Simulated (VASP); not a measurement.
Band structure of ZnSe (zinc blende). Computed with MS2 meta-GGA, VASP's PBE PAW potentials (set 64) (plane waves; VASP).

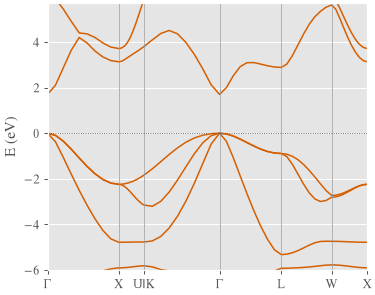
*Bands along high-symmetry lines, zero at the valence-band maximum or, without a gap, the Fermi level*

Read the plot: is there a gap, and where are the band edges?

The gap is direct, 1.70 eV, from the valence maximum at Γ to the conduction minimum at Γ.

Measured: gap 2.87 eV (computed value off by -1.17 eV), as given by Wei Chen et al., Physical Review Materials (2018), doi:10.1103/physrevmaterials.2.073803 [zero-point renormalisation of 0.05 eV added back (the table's ZPR column)].

The compound is ZnSe in the zinc blende structure. It was relaxed first.
